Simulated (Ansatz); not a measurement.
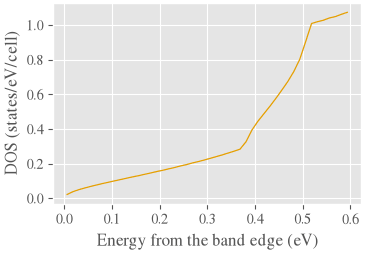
Fig. 1. Density of states of YN (Fm-3m) below the valence band maximum, r2SCAN, rigid bands (Ansatz, a first-principles code); cell volume 28.6 Å³.

Task: What effective density of states at 300 K does this give (∫ g(E) exp(−E/k_BT) dE, both spins, divided by the cell's size)?

Result: 3.8e19 cm⁻³, a density-of-states mass of 1.31 mₑ, valleys and band degeneracy included.

Spin-orbit coupling is left out; where it splits the top of the valence band, N_v and the p-type Seebeck coefficient come out somewhat high without it. Geometry: cell and atoms relaxed with PBEsol.
